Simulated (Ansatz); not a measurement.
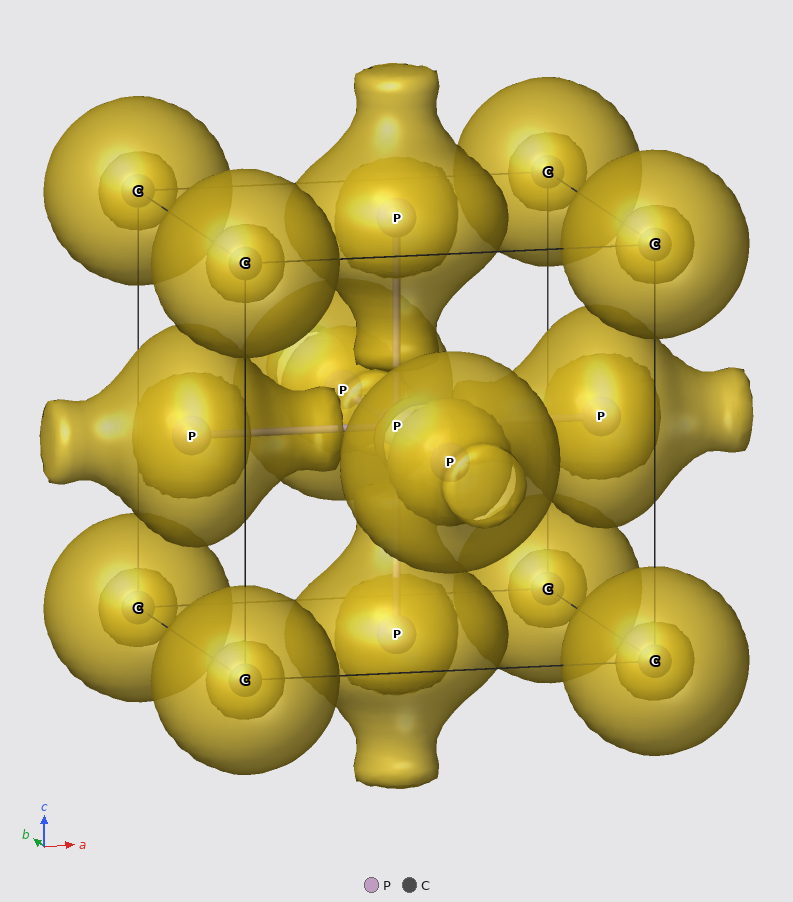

P₄C. Isosurface of the ELF at 0.7 (yellow), seen slightly off an axis. Core shells and regions of very low density are left out. Sticks mark near contacts.

Space group Pm-3m; a structure generated by program, which may or may not match a known phase.

The calculation used DFT PBE, scalar-relativistic, plane waves, PAW in Ansatz 0.2.0.

Core electrons are frozen (PAW), and the valence fields are smoothed inside the atomic spheres.

Input

```
crystal:
  lattice:
    - [4.42707627, 0.0, 0.0]
    - [0.0, 4.42707627, 0.0]
    - [0.0, 0.0, 4.42707627]
  atoms:
    - { symbol: P, position: [0.5, 0.5, 0.5] }
    - { symbol: P, position: [0.0, 0.5, 0.5] }
    - { symbol: P, position: [0.5, 0.0, 0.5] }
    - { symbol: P, position: [0.5, 0.5, 0.0] }
    - { symbol: C, position: [0.0, 0.0, 0.0] }
basis:
  ecutwfc: 420
kpoints:
  mp_grid: { grid: [8, 8, 8] }
hamiltonian:
  xc: pbe
scf:
  occupations: { method: gaussian, width: 0.1 }
output:
  forces: true
  stress: true
  eigenvalues: true
  write_density: true
  write_potential: true
  elf: true
  volumetric_format: npy
relax:
  adjacent_minimum: "off"
  f_tol: 0.01
  max_steps: 80
  cell: { stress_tol: 0.05 }
```

Run with:

```sh
ansatz run input.yaml --threads 1 --pin off --max-ram 2560MiB --backend cpu --events-out ev --progress --plain --runs-dir out
```

Below, planes, directions and counts refer to the conventional cell (a = 4.38 Å, b = 4.38 Å, c = 4.38 Å, α = 90.00°, β = 90.00°, γ = 90.00°).

The fields are those of the relaxed geometry.

Question: Describe the localisation domains.

Answer: The ELF exceeds this value in three regions on P in which the atom's valence shell and bonds are merged and one region wrapped around C (its valence shell), counted in one cell of 5 atoms. Any copies at cell faces, edges or corners count once. Along the contacts the grid gives the following. P–P (2.19 Å): the ELF peaks at about 0.85 between the atoms. P–C (3.10 Å): the ELF is about 0.20 at the midpoint; no localised pair shows between them.
